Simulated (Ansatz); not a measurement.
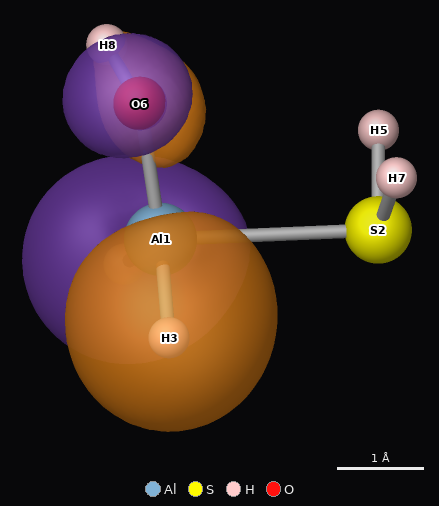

Figure. AlH5OS. One frontier orbital at ±0.1 Å⁻³ᐟ² (orange and purple are the two phases), seen across its widest extent.

The product side of a reaction path; geometry: PBE0-D4/def2-TZVP.

Theory: RKS PBE0-D4/def2-TZVPP in Ansatz 0.2.0.

```xyz
8

Al   -0.8923   -0.4248   -0.1920
S     0.8358    1.3850   -0.7964
H    -0.9996   -0.9790   -1.6765
H    -1.9931    0.5413    0.4390
H     1.2009    1.6747    0.4641
O     0.0753   -1.3618    0.8775
H     1.8222    0.4829   -0.9392
H    -0.0494   -1.3184    1.8236
```

### Which orbital is it: HOMO or LUMO?

The HOMO, at −7.69 eV. Its weight (Hirshfeld) is mainly on Al1 (about 30 %), H4 (about 30 %), H3 (about 25 %) and O6 (about 10 %).
